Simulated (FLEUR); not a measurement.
**Anisotropy of Mn3PdN with FLEUR**

One state of Mn3PdN is converged without symmetry. Force theorems then give its anisotropy.

Program: FLEUR MaX-R8.1. Level of theory: LDA (VWN); all-electron FLAPW, Dirac cores, scalar-relativistic bands. Results are calculated unless marked as measured.

## Step 1: The structure

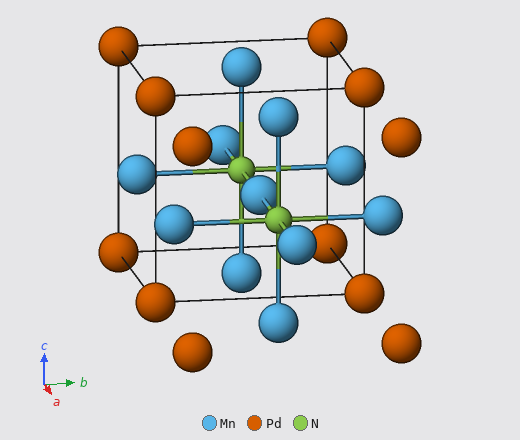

Start, viewed slightly off an axis; manganese blue, palladium orange, nitrogen green. 2×1×1 cells are drawn. Some periodic images of atoms are drawn too.

Coordinates:

```xyz
5
Lattice="3.9790 0.0000 0.0000 0.0000 3.9790 0.0000 0.0000 0.0000 3.9790" Properties=species:S:1:pos:R:3 pbc="T T T"
Mn    0.0000    1.9895    1.9895
Mn    1.9895    0.0000    1.9895
Mn    1.9895    1.9895    0.0000
Pd    0.0000    0.0000    0.0000
N     1.9895    1.9895    1.9895
```

## Step 2: Self-consistent state

The force theorems are single passes in this state's potential, so it has to be converged first.

No symmetry is used, so that later steps may turn the spins freely; k and −k are joined. inpgen writes inp.xml from crystal.txt; cutoffs, mixing, functional, smearing and local orbitals are then set in the file. The k list scf (kpts.xml, not shown) is a Γ-centred 6×6×6 mesh; where the ranks do not divide the number of points, some are split in two of half the weight.

File inp.xml:

```
<?xml version="1.0" encoding="UTF-8" standalone="no"?>
<fleurInput fleurInputVersion="0.39">
   <comment>
      Mn3PdN
   </comment>
   <calculationSetup>
      <cutoffs Kmax="4.4" Gmax="13.2" GmaxXC="13.2" numbands="0"/>
      <scfLoop itmax="90" minDistance="0.00002" maxIterBroyd="15" imix="Anderson" alpha="0.05" precondParam="0.0" spinf="2.0" sdNocoIR="T"/>
      <coreElectrons ctail="F" frcor="F" kcrel="0" coretail_lmax="0"/>
      <xcFunctional name="vwn" relativisticCorrections="F"/>
      <magnetism jspins="2" l_noco="F" l_ss="F">
         <qss>0.0 0.0 0.0</qss>
         <mtNocoParams l_mperp="F" l_mtNocoPot="F" l_relaxSQA="F" mag_mixing_scheme="0" mix_RelaxWeightOffD="1.0" l_constrained="F" mix_constr="1.0"/>
         <sourceFreeMag l_sourceFree="F" l_scaleMag="F" mag_scale="1.0"/>
      </magnetism>
      <soc l_soc="F" theta="0.0" phi="0.0" spav="F"/>
      <expertModes spex="0" secvar="F"/>
      <geometryOptimization l_f="F" forcealpha="1.0" forcemix="BFGS" epsdisp="0.00001" epsforce="0.00001"/>
      <ldaU l_linMix="F" mixParam="0.05" spinf="1.0"/>
   </calculationSetup>
   <cell>
      <bzIntegration valenceElectrons="66.0" mode="hist" fermiSmearingEnergy="0.00293995">
         <kPointListSelection listName="scf"/>
         <xi:include xmlns:xi="http://www.w3.org/2001/XInclude" href="kpts.xml"> </xi:include>
      </bzIntegration>
      <xi:include xmlns:xi="http://www.w3.org/2001/XInclude" href="sym.xml"> </xi:include>
      <bulkLattice scale="1.0">
         <bravaisMatrix>
            <row-1>    7.5192202497834000     0.0000000000000000     0.0000000000000000</row-1>
            <row-2>    0.0000000000000000     7.5192202497834000     0.0000000000000000</row-2>
            <row-3>    0.0000000000000000     0.0000000000000000     7.5192202497834000</row-3>
         </bravaisMatrix>
      </bulkLattice>
   </cell>
   <atomSpecies>
      <species name="Manganese 3.500" element="Mn" atomicNumber="25">
         <mtSphere radius="2.34" gridPoints="773" logIncrement="0.016"/>
         <atomicCutoffs lmax="8" lnonsphr="6"/>
         <electronConfig flipSpins="F">
            <coreConfig>(1s1/2) (2s1/2) (2p1/2) (2p3/2)</coreConfig>
            <valenceConfig>(3s1/2) (3p1/2) (3p3/2) (4s1/2) (3d3/2) (3d5/2)</valenceConfig>
            <stateOccupation state="(3d3/2)" spinUp="1.25" spinDown="0.75"/>
            <stateOccupation state="(3d5/2)" spinUp="3.0" spinDown="0.0"/>
         </electronConfig>
         <energyParameters s="4" p="4" d="3" f="4"/>
         <lo type="SCLO" l="0" n="3" eDeriv="0"/>
         <lo type="SCLO" l="1" n="3" eDeriv="0"/>
      </species>
      <species name="Palladium (Pd)" element="Pd" atomicNumber="46">
         <mtSphere radius="2.8" gridPoints="925" logIncrement="0.014"/>
         <atomicCutoffs lmax="10" lnonsphr="8"/>
         <electronConfig flipSpins="F">
            <coreConfig>(1s1/2) (2s1/2) (2p1/2) (2p3/2) (3s1/2) (3p1/2) (3p3/2) (4s1/2) (3d3/2) (3d5/2)</coreConfig>
            <valenceConfig>(4p1/2) (4p3/2) (5s1/2) (4d3/2) (4d5/2)</valenceConfig>
            <stateOccupation state="(5s1/2)" spinUp="0.500000" spinDown="0.500000"/>
            <stateOccupation state="(4d3/2)" spinUp="1.800000" spinDown="1.800000"/>
            <stateOccupation state="(4d5/2)" spinUp="2.700000" spinDown="2.700000"/>
         </electronConfig>
         <energyParameters s="5" p="5" d="4" f="4"/>
         <lo type="SCLO" l="1" n="4" eDeriv="0"/>
      </species>
      <species name="Nitrogen (N)" element="N" atomicNumber="7">
         <mtSphere radius="1.32" gridPoints="437" logIncrement="0.024"/>
         <atomicCutoffs lmax="6" lnonsphr="4"/>
         <electronConfig flipSpins="F">
            <coreConfig>(1s1/2)</coreConfig>
            <valenceConfig>(2s1/2) (2p1/2) (2p3/2)</valenceConfig>
            <stateOccupation state="(2p1/2)" spinUp="0.500000" spinDown="0.500000"/>
            <stateOccupation state="(2p3/2)" spinUp="1.000000" spinDown="1.000000"/>
         </electronConfig>
         <energyParameters s="2" p="2" d="3" f="4"/>
      </species>
   </atomSpecies>
   <atomGroups>
      <atomGroup species="Manganese 3.500">
         <relPos label="                   1">.0000000000 1.000/2.000 1.000/2.000</relPos>
         <force calculate="T" relaxXYZ="TTT"/>
         <nocoParams  alpha="0.0" beta="0.0"/>
      </atomGroup>
      <atomGroup species="Manganese 3.500">
         <relPos label="                   2">1.000/2.000 .0000000000 1.000/2.000</relPos>
         <force calculate="T" relaxXYZ="TTT"/>
         <nocoParams  alpha="0.0" beta="0.0"/>
      </atomGroup>
      <atomGroup species="Manganese 3.500">
         <relPos label="                   3">1.000/2.000 1.000/2.000 .0000000000</relPos>
         <force calculate="T" relaxXYZ="TTT"/>
         <nocoParams  alpha="0.0" beta="0.0"/>
      </atomGroup>
      <atomGroup species="Palladium (Pd)">
         <relPos label="                   4">.0000000000 .0000000000 .0000000000</relPos>
         <force calculate="T" relaxXYZ="TTT"/>
         <nocoParams  alpha="0.0" beta="0.0"/>
      </atomGroup>
      <atomGroup species="Nitrogen (N)">
         <relPos label="                   5">1.000/2.000 1.000/2.000 1.000/2.000</relPos>
         <force calculate="T" relaxXYZ="TTT"/>
         <nocoParams  alpha="0.0" beta="0.0"/>
      </atomGroup>
   </atomGroups>
   <output dos="F" band="F" slice="F">
      <bandDOS minEnergy="-.5*Htr" maxEnergy="0.5*Htr" sigma="0.015" storeEVData="T"/>
      <plotting iplot="0" polar="F">
         <plot TwoD="T" vec1="  1.0  0.0  0.0" vec2="  0.0  1.0  0.0" vec3="  0.0  0.0  1.0" zero="  0.0  0.0  0.0" file="plot"/>
      </plotting>
      <moessbauerParams electricFieldGradient="F" isomerShift="F" coreHyperfine="F" valenceHyperfine="F"/>
   </output>
</fleurInput>
```

File crystal.txt:

```
Mn3PdN
&input film=F cartesian=F /
3.97900000000  0.00000000000  0.00000000000
0.00000000000  3.97900000000  0.00000000000
0.00000000000  0.00000000000  3.97900000000
1.8897261246
1.0 1.0 1.0

5
25 0.00000000000  0.50000000000  0.50000000000 : 3.500
25 0.50000000000  0.00000000000  0.50000000000 : 3.500
25 0.50000000000  0.50000000000  0.00000000000 : 3.500
46 0.00000000000  0.00000000000  0.00000000000
7 0.50000000000  0.50000000000  0.50000000000

&kpt div1=6 div2=6 div3=6 gamma=T /
```

On the command line:

```console
OMP_NUM_THREADS=1 inpgen -f crystal.txt -nosym -noco > inpgen.log  # inp.xml is then edited as shown
OMP_NUM_THREADS=1 mpirun -n 4 fleur_MPI > fleur.log
```

Log:

```text
Welcome to FLEUR        (www.flapw.de)
      MaX-Release 8.1          (www.max-centre.eu)

 ========== k-point set info ==========
 Selected k-point list: scf
 k-point list type: mesh
 0 x 0 x 0
 Number of k points: 112

 ------------Calculation Setup---------------------------
 Number of MPI-tasks      :            4
 Number of PE/node        :            4
 Number of OMP-threads    :            1
 k-points in parallel     :            4
 pe's per k-point         :            1
 No of k-point loops      :           28
 Eigenvalue solver        :       lapack
 Number of basis functions:          657
 Approximate size of matrices (H+S) per k-point:         0.013 GB
 --------------------------------------------------------
 Complex matrix made real
 Complex matrix made real
 Iteration:     1   Distance:      33.42288753 me/bohr^3
 Iteration:     2   Distance:      18.15284316 me/bohr^3
 Iteration:     3   Distance:      13.73154643 me/bohr^3
 Iteration:     4   Distance:       7.55927367 me/bohr^3
 Iteration:     5   Distance:       6.43373215 me/bohr^3
 Iteration:     6   Distance:       8.23726668 me/bohr^3
 Iteration:     7   Distance:       3.17135160 me/bohr^3
 Iteration:     8   Distance:       2.31694718 me/bohr^3
 Iteration:     9   Distance:       1.05850967 me/bohr^3
 Iteration:    10   Distance:       0.88674458 me/bohr^3
 Iteration:    11   Distance:       0.46886390 me/bohr^3
 Iteration:    12   Distance:       0.46256027 me/bohr^3
 Iteration:    13   Distance:       0.14530554 me/bohr^3
 Iteration:    14   Distance:       0.13536827 me/bohr^3
 Iteration:    15   Distance:       0.08167896 me/bohr^3
 Iteration:    16   Distance:       0.04676820 me/bohr^3
 Iteration:    17   Distance:       0.04030073 me/bohr^3
 Iteration:    18   Distance:       0.01162353 me/bohr^3
 Iteration:    19   Distance:       0.01107479 me/bohr^3
 Iteration:    20   Distance:       0.01014267 me/bohr^3
 Iteration:    21   Distance:       0.00555038 me/bohr^3
 Iteration:    22   Distance:       0.00604240 me/bohr^3
 Iteration:    23   Distance:       0.00270660 me/bohr^3
 Iteration:    24   Distance:       0.00309976 me/bohr^3
 Iteration:    25   Distance:       0.00037594 me/bohr^3
 Iteration:    26   Distance:       0.00008478 me/bohr^3
 Iteration:    27   Distance:       0.00013638 me/bohr^3
 Iteration:    28   Distance:       0.00002788 me/bohr^3
 Iteration:    29   Distance:       0.00001283 me/bohr^3

 ********************************************************************
 Run finished successfully
 Stop message:
   all done
 ********************************************************************

--- out.xml (last complete iteration) ---
<iteration numberForCurrentRun="   29" overallNumber="   29">
         [... left out ...]
         <bandgap value="0.0000000000" units="eV"/>
         <sumValenceSingleParticleEnergies value="-39.0079873784" units="Htr"/>
         <FermiEnergy value="0.3833557957" units="Htr"/>
         <valenceDensity>
            <mtCharges spin="1">
               <mtCharge atomType="1" total="8.3866276" s="1.1565978" p="3.1748182" d="4.0217434" f="0.0251391"/>
               <mtCharge atomType="2" total="8.3866276" s="1.1565978" p="3.1748182" d="4.0217434" f="0.0251391"/>
               <mtCharge atomType="3" total="8.3866283" s="1.1565978" p="3.1748182" d="4.0217440" f="0.0251391"/>
               <mtCharge atomType="4" total="8.0517706" s="0.2626538" p="3.2421344" d="4.5060904" f="0.0286042"/>
               <mtCharge atomType="5" total="1.4434058" s="0.4892503" p="0.9452117" d="0.0079863" f="0.0008395"/>
            </mtCharges>
            <mtCharges spin="2">
               <mtCharge atomType="1" total="5.4075513" s="1.1490225" p="3.1722772" d="1.0554762" f="0.0226312"/>
               <mtCharge atomType="2" total="5.4075513" s="1.1490225" p="3.1722772" d="1.0554762" f="0.0226312"/>
               <mtCharge atomType="3" total="5.4075505" s="1.1490225" p="3.1722772" d="1.0554754" f="0.0226312"/>
               <mtCharge atomType="4" total="7.7068456" s="0.3194253" p="3.3058090" d="4.0642420" f="0.0130933"/>
               <mtCharge atomType="5" total="1.5288380" s="0.4979680" p="1.0252357" d="0.0053268" f="0.0002709"/>
            </mtCharges>
            <spinDependentCharge spin="1" total="37.6671515" interstitial="3.0120915" mtSpheres="34.6550600"/>
            <spinDependentCharge spin="2" total="28.3328485" interstitial="2.8745119" mtSpheres="25.4583366"/>
            <totalCharge value="66.0000000001"/>
         </valenceDensity>
         [... left out ...]
         <allElectronCharges>
            <spinDependentCharge spin="1" total="68.6671515" interstitial="3.0122467" mtSpheres="65.6549048"/>
            <spinDependentCharge spin="2" total="59.3328485" interstitial="2.8746697" mtSpheres="56.4581788"/>
            <totalCharge value="128.0000000024"/>
         </allElectronCharges>
         <magneticMomentsInMTSpheres units="muBohr">
            <globalMagMoment atomType="1" vec="0.00000   0.00000   2.97908"/>
            <localMagMoment atomType="1" vec="0.00000   0.00000   2.97908"/>
            <globalMagMoment atomType="2" vec="0.00000   0.00000   2.97908"/>
            <localMagMoment atomType="2" vec="0.00000   0.00000   2.97908"/>
            <globalMagMoment atomType="3" vec="0.00000   0.00000   2.97908"/>
            <localMagMoment atomType="3" vec="0.00000   0.00000   2.97908"/>
            <globalMagMoment atomType="4" vec="0.00000   0.00000   0.34493"/>
            <localMagMoment atomType="4" vec="0.00000   0.00000   0.34493"/>
            <globalMagMoment atomType="5" vec="0.00000   0.00000  -0.08543"/>
            <localMagMoment atomType="5" vec="0.00000   0.00000  -0.08543"/>
         </magneticMomentsInMTSpheres>
         <moessbauerParams unitsHFF="kG" unitsIS="e/bohr^3" unitsEFG="Htr/bohr^2">
         </moessbauerParams>
         <totalEnergy value="    -8566.4144877912" units="Htr">
            <sumOfEigenvalues value="    -5043.7452857921">
               <coreElectrons value="-5004.7372984137"/>
               <valenceElectrons value="-39.0079873784"/>
            </sumOfEigenvalues>
            <densityCoulombPotentialIntegral value="-13480.8518605341"/>
            <densityEffectivePotentialIntegral value="-13873.4110486076"/>
            <chargeDenXCDenIntegral value="-296.3900390494"/>
            <FockExchangeEnergyValence value="0.0000000000"/>
            <FockExchangeEnergyCore value="0.0000000000"/>
            <atomTypeDependentContributions atomType="1">
               <electronNucleiInteractionDifferentMTs value="1379.1750050925"/>
               <MadelungTerm value="-10.8977327086"/>
            </atomTypeDependentContributions>
            <atomTypeDependentContributions atomType="2">
               <electronNucleiInteractionDifferentMTs value="1379.1750050912"/>
               <MadelungTerm value="-10.8977327089"/>
            </atomTypeDependentContributions>
            <atomTypeDependentContributions atomType="3">
               <electronNucleiInteractionDifferentMTs value="1379.1750045188"/>
               <MadelungTerm value="-10.8977330488"/>
            </atomTypeDependentContributions>
            <atomTypeDependentContributions atomType="4">
               <electronNucleiInteractionDifferentMTs value="6110.7735349574"/>
               <MadelungTerm value="-12.4192931214"/>
            </atomTypeDependentContributions>
            <atomTypeDependentContributions atomType="5">
               <electronNucleiInteractionDifferentMTs value="60.3416344316"/>
               <MadelungTerm value="-5.5116056111"/>
            </atomTypeDependentContributions>
            <tkbTimesEntropy value="0.0032098474"/>
            <freeEnergy value="-8566.4176976385"/>
            <extrapolationTo0K value="-8566.4160927149"/>
         </totalEnergy>
         <densityConvergence units="me/bohr^3">
            <chargeDensity spin="1" distance="0.0000075513"/>
            <chargeDensity spin="2" distance="0.0000057217"/>
            <overallChargeDensity distance="0.0000038508"/>
            <spinDensity distance="0.0000128332"/>
         </densityConvergence>
      </iteration>
```

Run time: 9.7 min. Hardware: 4 MPI ranks of Arm Neoverse V2, shared host; peak memory 1.1 GiB; 39 min of CPU time.

Spin moment in the muffin-tin sphere by atom:

```csv
atom,spin moment in the muffin-tin sphere (μB)
Mn1,2.98
Mn2,2.98
Mn3,2.98
Pd4,0.34
N5,-0.09
```

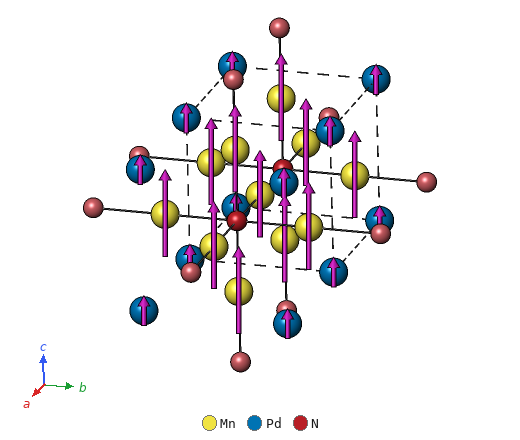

Spin moment in the muffin-tin sphere as arrows, the longest 2.98 μB. Up and down stand for the sign. Arrows give size and sign along the axis of quantisation, drawn up and down the page. Each arrow also spans its atom, so small moments look longer than they are. 2×1×1 cells are drawn. Some periodic images of atoms are drawn too.

Numbers from this step:

| Property | Result |
| --- | --- |
| free energy | -233104.1007 eV |
| program's band gap on this mesh (in a metal only a level spacing) | 0 eV |
| magnetization | 9.334 μB |
| final state | ferromagnetic, with opposed induced moments |

After 29 cycles the largest moment stands at 2.98 μB.

## Step 3: Energy against the direction of the moments

Anisotropy is a small difference, so it is taken from sums over occupied states at a frozen potential, where most errors cancel.

One pass with spin–orbit coupling for each direction, from the saved density. Inversion lets half of the mesh serve, which the program's warning doesn't know. The k list mae (kpts.xml, not shown) is a Γ-centred 9×9×9 mesh.

Changes to inp.xml since step 2:

```diff
@@ -6,4 +6,4 @@
    <calculationSetup>
-      <cutoffs Kmax="4.4" Gmax="13.2" GmaxXC="13.2" numbands="0"/>
-      <scfLoop itmax="90" minDistance="0.00002" maxIterBroyd="15" imix="Anderson" alpha="0.05" precondParam="0.0" spinf="2.0" sdNocoIR="T"/>
+      <cutoffs Kmax="4.4" Gmax="13.2" GmaxXC="13.2" numbands="186"/>
+      <scfLoop itmax="1" minDistance="0.00002" maxIterBroyd="15" imix="Anderson" alpha="0.05" precondParam="0.0" spinf="2.0" sdNocoIR="T"/>
       <coreElectrons ctail="F" frcor="F" kcrel="0" coretail_lmax="0"/>
@@ -15,3 +15,3 @@
       </magnetism>
-      <soc l_soc="F" theta="0.0" phi="0.0" spav="F"/>
+      <soc l_soc="T" theta="0.0" phi="0.0" spav="F"/>
       <expertModes spex="0" secvar="F"/>
@@ -22,3 +22,3 @@
       <bzIntegration valenceElectrons="66.0" mode="hist" fermiSmearingEnergy="0.00293995">
-         <kPointListSelection listName="scf"/>
+         <kPointListSelection listName="mae"/>
          <xi:include xmlns:xi="http://www.w3.org/2001/XInclude" href="kpts.xml"> </xi:include>
@@ -107,2 +107,5 @@
    </output>
+   <forceTheorem>
+      <MAE theta="0.0 0.9553166 1.5707963" phi="0.0 0.7853982 0.7853982"/>
+   </forceTheorem>
 </fleurInput>
```

On the command line:

```console
OMP_NUM_THREADS=1 mpirun -n 4 fleur_MPI -warn_only > fleur.log
```

Log:

```text
[banner, memory and clock lines left out]
Welcome to FLEUR        (www.flapw.de)
      MaX-Release 8.1          (www.max-centre.eu)
************FLEUR-Warning*****************
Error message: k-point set is not compatible to missing time-reversal symmetry in calculation.
Error occurred in subroutine: gen_bz
Error from PE:0/4
Other PEs with error messages:
     1-k-point set is not compatible to missing time-reversal symmetry in calculation.
     2-k-point set is not compatible to missing time-reversal symmetry in calculation.
     3-k-point set is not compatible to missing time-reversal symmetry in calculation.
*****************************************
************FLEUR-Warning*****************
Error message: k-point set is not compatible to missing time-reversal symmetry in calculation.
Error occurred in subroutine: gen_bz
Error from PE:1/4
Other PEs with error messages:
     2-k-point set is not compatible to missing time-reversal symmetry in calculation.
     3-k-point set is not compatible to missing time-reversal symmetry in calculation.
*****************************************

 ========== k-point set info ==========
 Selected k-point list: mae
 k-point list type: mesh
 0 x 0 x 0
 Number of k points: 368

 [... set-up left out ...]
 ********************************************************************
 Run finished successfully
 Stop message:
   Forcetheorem MAE
 ********************************************************************

--- out.xml (force theorem) ---
<Forcetheorem_MAE Angles="3" units="Htr">
            <Angle theta="0.0000000" phi="0.0000000" ev-sum="-39.013858896"/>
            <Angle theta="0.9553166" phi="0.7853982" ev-sum="-39.013858899"/>
            <Angle theta="1.5707963" phi="0.7853982" ev-sum="-39.013858989"/>
         </Forcetheorem_MAE>
```

It took 5.9 min on 4 MPI ranks; peak memory 3.3 GiB; 24 min of CPU time.

Anisotropy energies, by row:

```csv
axis,x,y,z,band energy less the first axis' (meV a cell)
[001],0,0,1,0
[111],0.5774,0.5774,0.5774,-8.16e-5
[110],0.7071,0.7071,0,-0.002531
```

Indices are those of the standard conventional cell; x, y, z give the same directions in the axes of the input.

## Step 4: Summary of results

```json
{
 "reference state": "ferromagnetic, with opposed induced moments",
 "largest sphere moment": "2.98 μB",
 "easy direction of those tried": "not resolved",
 "energy along [111] less [001], force theorem": "-8.2e-5 meV a primitive cell"
}
```

**Reading.** The lowest directions differ by less than these runs resolve; shape anisotropy is not included. The state was typed, and no other order was converged beside it, so it need not be the ground state.

[Logs and program files are shortened in this print: banners, set-up blocks, solver, clock and traceback lines can be left out without a mark of their own.]

[Logs are printed without paths, hosts, clocks, repeated set-up lines and the standing remarks that a program may print on its own settings, such as how far it seeks lower states.]

[Hosts, paths, dates, database ids (printed as entryN), source tags and the programs' standing remarks are cut or masked in the printed files.]

[Where a cell is said to come from a database of computed structures, the database is the Materials Project.]
